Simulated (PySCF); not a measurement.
C$_{4}$H$_{12}$OSi$_{2}$ (SMILES [SiH3]C[SiH2]C1COC1)

```xyz
19

Si    2.6080    0.9163   -0.4092
C     1.8310   -0.6239    0.3917
Si    0.1817   -1.2183   -0.3370
C    -1.0742    0.2026   -0.2652
C    -2.5413   -0.1720   -0.5037
O    -2.8919    0.1766    0.8351
C    -1.5649    0.6119    1.1292
H     1.7585    2.0866   -0.1738
H     2.7663    0.7037   -1.8489
H     3.9244    1.1608    0.1885
H     1.7001   -0.4289    1.4569
H     2.5423   -1.4462    0.3247
H     0.3275   -1.6195   -1.7426
H    -0.3351   -2.3576    0.4348
H    -0.7535    1.0533   -0.8661
H    -2.7419   -1.2274   -0.7115
H    -3.0762    0.4444   -1.2343
H    -1.1406    0.0624    1.9754
H    -1.5298    1.6846    1.3484
```

Geometry: GFN2-xTB.

Theory: PBE0/pcSseg-1, SCF density, gas phase, non-relativistic (PySCF 2.14.0).

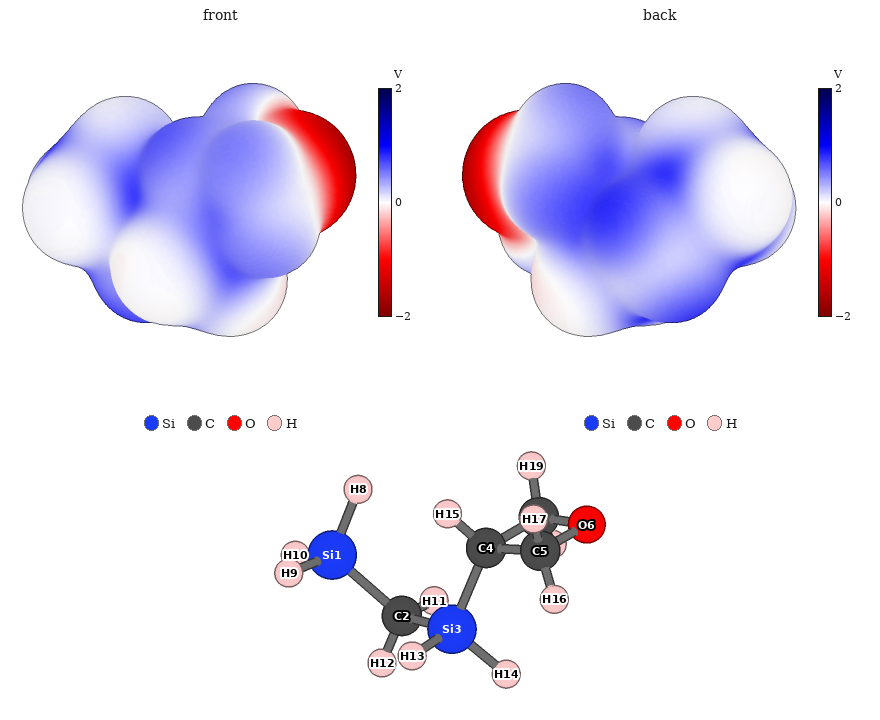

Figure 1. The molecular electrostatic potential painted on the density surface at 0.001 e/bohr³, seen from the front and from behind; the colour scale runs from red (negative) to blue (positive). The bare structure is drawn below in the same view.

Describe the electrostatic potential map.

The most negative region (about −1.6 V) lies over O6, the most positive (about +0.8 V) over Si1, Si3, H11 and H12. O6 is the likeliest acceptor of a hydrogen bond.

How polar is the molecule by this calculation?

Its dipole moment is 1.80 D.

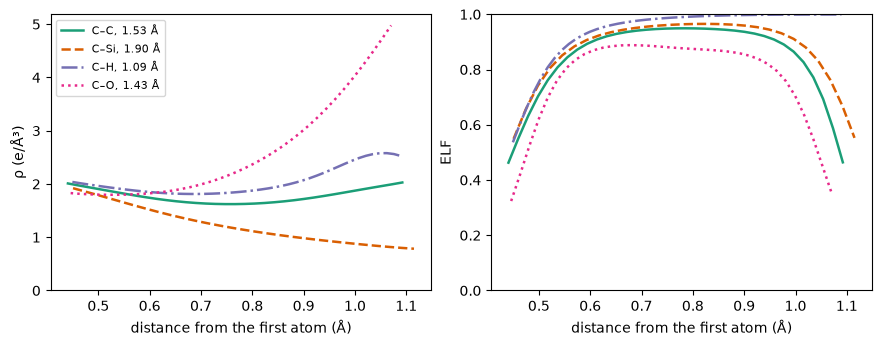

Figure 2. Electron density and ELF along straight lines between neighbouring atoms. The curves leave out the atomic cores.

Compare the contacts.

C–C (1.53 Å): the density is about 1.6 e/Å³ at the midpoint; the ELF peaks at about 0.95 between the atoms (a shared electron pair).
C–Si (1.90 Å): the density is about 0.93 e/Å³ at the midpoint; the ELF peaks at about 0.95 between the atoms (a covalent bond).
C–H (1.09 Å): ρ is about 1.9 e/Å³ halfway; the ELF climbs to about 1 towards the hydrogen, as it does in any bond to H (an ordinary covalent bond to hydrogen).
C–O (1.43 Å): the density is about 2 e/Å³ at the midpoint, with its minimum of 1.8 e/Å³ about 0.5 Å from C; the ELF peaks at about 0.90 between the atoms: a shared but strongly polarised pair.
